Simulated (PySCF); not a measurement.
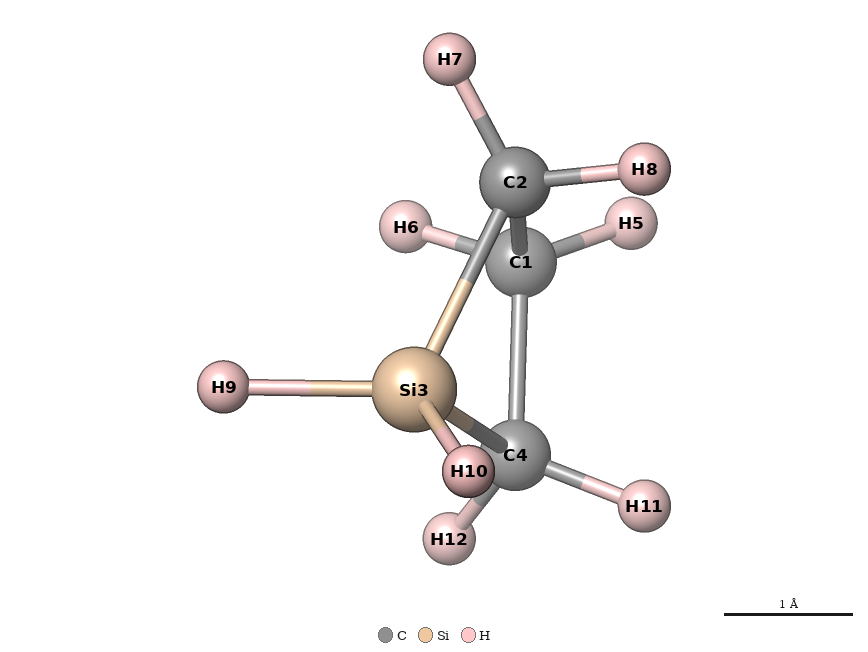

Orthographic view. Depth is shown by fading: the farther an atom, the more it takes the colour of the background. The computed structure is the end point of a PBE0-D3(BJ)/def2-SVP optimisation. No frequency run is at hand to confirm it as a minimum.

Write the connection table.

C1: C2, C4, H5, H6
C2: C1, Si3, H7, H8
Si3: C2, C4, H9, H10
C4: C1, Si3, H11, H12
(terminal hydrogens appear only as neighbours)
